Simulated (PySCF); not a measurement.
# RPA/STO-3G run of H5Si− ([SiH5]-)

Aim: the vertical ionisation energy of H5Si− ([SiH5]-) at RPA/STO-3G, from 2 runs. 

The calculation is run with PySCF 2.14.0.

## Step 1: Starting point

H5Si− has 6 atoms, charge -1, and is taken as a singlet. SMILES: `[H][Si-]([H])([H])([H])[H]`. Geometry: a GFN2-xTB relaxation, a rough one for these elements and not checked as a minimum.

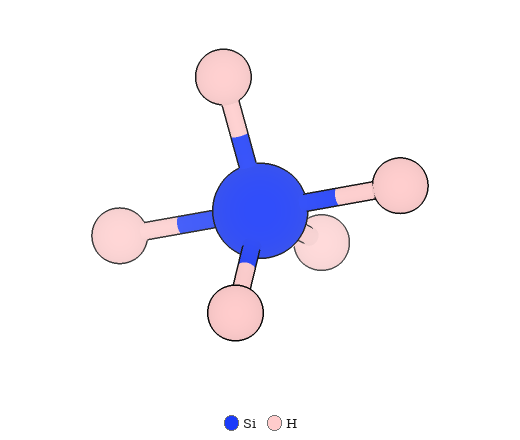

The structure, seen from a chosen angle (silicon blue, hydrogen pink).

## Step 2: A single-point energy at RPA/STO-3G

The input, start.xyz:

```xyz
6

Si    -0.000240     0.000230     0.001470
H     -0.019890    -0.007790     1.639910
H      0.021790     0.007860    -1.642440
H      1.490630     0.011850     0.019200
H     -0.757550     1.285100    -0.002620
H     -0.734730    -1.297250    -0.015520
```

The input, job.py:

```python
from pyscf import gto, scf
from pyscf.gw.rpa import RPA

mol = gto.M(
    atom='start.xyz',
    spin=0,
    max_memory=1860,
    verbose=3,
    charge=-1,
    basis='sto-3g',
)

myscf = scf.RHF(mol)
myscf.conv_tol = 1e-10
myscf.kernel()
if not myscf.converged:
    myscf = myscf.newton().run(myscf.mo_coeff, myscf.mo_occ)

rpa = RPA(myscf, frozen=5)
rpa.kernel()
e_exx = myscf.e_tot
e_final = e_exx + rpa.e_corr
print('E = %.10f Eh' % e_final)
```

Command:

```bash
$ OMP_NUM_THREADS=1 python job.py
```

Output:

```text
converged SCF energy = -288.202566137322
E(RPA) = -288.131904876996  E_corr = -0.0803258563313243  E_hf = -288.051579020664
E = -288.2828919937 Eh
```

It took 0.52 s on 1 thread of Arm Neoverse V2, shared host; peak memory 0.12 GiB.

## Step 3: Doublet neutral H5Si at the same level

The input, job.py:

```python
from pyscf import gto, scf
from pyscf.gw.urpa import URPA

mol = gto.M(
    atom='''
Si    -0.000240     0.000230     0.001470
H     -0.019890    -0.007790     1.639910
H      0.021790     0.007860    -1.642440
H      1.490630     0.011850     0.019200
H     -0.757550     1.285100    -0.002620
H     -0.734730    -1.297250    -0.015520
''',
    verbose=4,
    spin=1,
    max_memory=1860,
    basis='sto-3g',
)

mf = scf.UHF(mol)
mf.conv_tol = 1e-10
mf.kernel()
if not mf.converged:
    mf = mf.newton().run(mf.mo_coeff, mf.mo_occ)

rpa = URPA(mf, frozen=5)
rpa.kernel()
e_exx = mf.e_tot
e_tot = e_exx + rpa.e_corr
print('E = %.10f Eh' % e_tot)
```

Command:

```bash
$ OMP_NUM_THREADS=1 python job.py
```

Output:

```text
PySCF version 2.14.0

[INPUT] num. atoms = 6
[INPUT] num. electrons = 19
[INPUT] charge = 0
[INPUT] spin (= nelec alpha-beta = 2S) = 1
[INPUT] symmetry False subgroup None
[INPUT] Mole.unit = angstrom
[INPUT] Symbol           X                Y                Z      unit          X                Y                Z       unit  Magmom
[INPUT]  1 Si    -0.000240000000   0.000230000000   0.001470000000 AA   -0.000453534270   0.000434637009   0.002777897403 Bohr   0.0
[INPUT]  2 H     -0.019890000000  -0.007790000000   1.639910000000 AA   -0.037586652618  -0.014720966510   3.098980768935 Bohr   0.0
[INPUT]  3 H      0.021790000000   0.007860000000  -1.642440000000 AA    0.041177132254   0.014853247339  -3.103761776031 Bohr   0.0
[INPUT]  4 H      1.490630000000   0.011850000000   0.019200000000 AA    2.816882453060   0.022393254576   0.036282741592 Bohr   0.0
[INPUT]  5 H     -0.757550000000   1.285100000000  -0.002620000000 AA   -1.431562025664   2.428487042679  -0.004951082446 Bohr   0.0
[INPUT]  6 H     -0.734730000000  -1.297250000000  -0.015520000000 AA   -1.388438475502  -2.451447215092  -0.029328549453 Bohr   0.0

nuclear repulsion = 26.1397814709677
number of shells = 10
number of NR pGTOs = 42
number of NR cGTOs = 14
basis = sto-3g
ecp = {}

******** <class 'pyscf.scf.uhf.UHF'> ********
method = UHF
initial guess = minao
damping factor = 0
level_shift factor = 0
DIIS = <class 'pyscf.scf.diis.CDIIS'>
diis_start_cycle = 1
diis_space = 8
diis_damp = 0
SCF conv_tol = 1e-10
SCF conv_tol_grad = None
SCF max_cycles = 50
direct_scf = True
direct_scf_tol = 1e-13
number electrons alpha = 10  beta = 9
Set gradient conv threshold to 1e-05
init E= -287.727791547083
[... the frontier-level lines of each cycle are left out ...]

cycle= 1 E= -288.291020793906  delta_E= -0.563  |g|= 0.111  |ddm|= 1.61
cycle= 2 E= -288.308821027283  delta_E= -0.0178  |g|= 0.0579  |ddm|= 0.212
cycle= 3 E= -288.315781018796  delta_E= -0.00696  |g|= 0.0175  |ddm|= 0.188
cycle= 4 E= -288.316433903405  delta_E= -0.000653  |g|= 0.0037  |ddm|= 0.0686
cycle= 5 E= -288.316459874847  delta_E= -2.6e-05  |g|= 0.00167  |ddm|= 0.0113
cycle= 6 E= -288.316468124891  delta_E= -8.25e-06  |g|= 0.000389  |ddm|= 0.00866
cycle= 7 E= -288.316468571126  delta_E= -4.46e-07  |g|= 2.75e-05  |ddm|= 0.00254
cycle= 8 E= -288.316468572452  delta_E= -1.33e-09  |g|= 7.79e-06  |ddm|= 7.3e-05
cycle= 9 E= -288.316468572661  delta_E= -2.09e-10  |g|= 4.54e-06  |ddm|= 3.39e-05
cycle= 10 E= -288.31646857277  delta_E= -1.09e-10  |g|= 1.25e-06  |ddm|= 3.44e-05
cycle= 11 E= -288.316468572778  delta_E= -7.73e-12  |g|= 6.8e-08  |ddm|= 1.15e-05
Extra cycle  E= -288.316468572778  delta_E=    0  |g|= 3.4e-08  |ddm|= 1.64e-07
converged SCF energy = -288.316468572778  <S^2> = 0.83539428  2S+1 = 2.0836451

******** <class 'pyscf.gw.urpa.URPA'> ********
nocc = (np.int64(5), np.int64(4)), nmo = (9, 9)
frozen orbitals 5
mem_avail = 1735.84  mem_blk = 0.00  auxlen = 132

******** <class 'pyscf.df.df.DF'> ********
auxbasis = auxmol.basis = {'Si': 'def2-svp-ri', 'H': 'def2-svp-ri'}
Lowest orbital energy difference: ( 8.0099e-01,  4.7471e-01)
E(URPA) = -288.245365426628  E_corr = -0.0807438219639765  E_hf = -288.164621604664
E = -288.3972123947 Eh
```

Run time: 0.56 s. Hardware: 1 thread of Arm Neoverse V2, shared host; peak memory 0.12 GiB.

## Step 4: Outcome

At RPA/STO-3G, 5 core orbitals frozen:

| quantity | value |
| --- | --- |
| singlet H5Si−: total energy | -288.28289 Eh |
| singlet H5Si−: HOMO energy (Hartree–Fock orbitals) | 2.38 eV |
| singlet H5Si−: LUMO energy (Hartree–Fock orbitals) | 21.53 eV |
| singlet H5Si−: HOMO–LUMO gap (Hartree–Fock orbitals) | 19.15 eV |
| singlet H5Si−: RPA correlation energy (valence) | -80.3 mEh |
| doublet neutral H5Si: total energy | -288.39721 Eh |
| doublet neutral H5Si: dipole moment (Hartree–Fock density) | 0.03 D |
| doublet neutral H5Si: HOMO energy (Hartree–Fock orbitals) (highest over α and β) | -8.75 eV |
| doublet neutral H5Si: LUMO energy (Hartree–Fock orbitals) (lowest over α and β) | 3.76 eV |
| doublet neutral H5Si: RPA correlation energy (valence) | -80.7 mEh |
| doublet neutral H5Si: ⟨S²⟩ | 0.835 |
| vertical ionisation energy (to the doublet neutral) | -3.111 eV |

What this shows: The species is unbound against losing an electron at this level, by 3.11 eV (−300 kJ/mol); missing correlation or diffuse functions can give that sign where the real anion is bound. The HOMO of this anion lies above zero, so its frontier levels hang on the basis. The HOMO (singlet H5Si−) lies at positive energy, 2.38 eV: the electron is unbound at this level or held by a compact basis; values depend on the basis. Mulliken charges (doublet neutral H5Si) of the mean-field density run from -0.12 on H6 to +0.54 on Si1.
